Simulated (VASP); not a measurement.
Band structure of ZrS2 (1T layered). Computed with PBE GGA with D3 dispersion (Becke-Johnson damping), VASP's PBE PAW potentials (set 64) (plane waves; VASP).

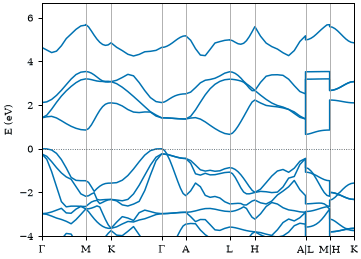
Figure: Bands along high-symmetry lines, zero at the valence-band maximum or, without a gap, the Fermi level

Read the plot: is there a gap, and where are the band edges?

The gap is indirect, 0.66 eV, from the valence maximum at Γ to the conduction minimum at L. (Edges off the drawn lines would not show.)

Measured: gap 1.70 eV (computed value off by -1.04 eV), as given by Miłosz Rybak et al., Nanomaterials (2022), arXiv:2210.12074.

The compound is ZrS2 in the 1T layered structure. It was relaxed first.
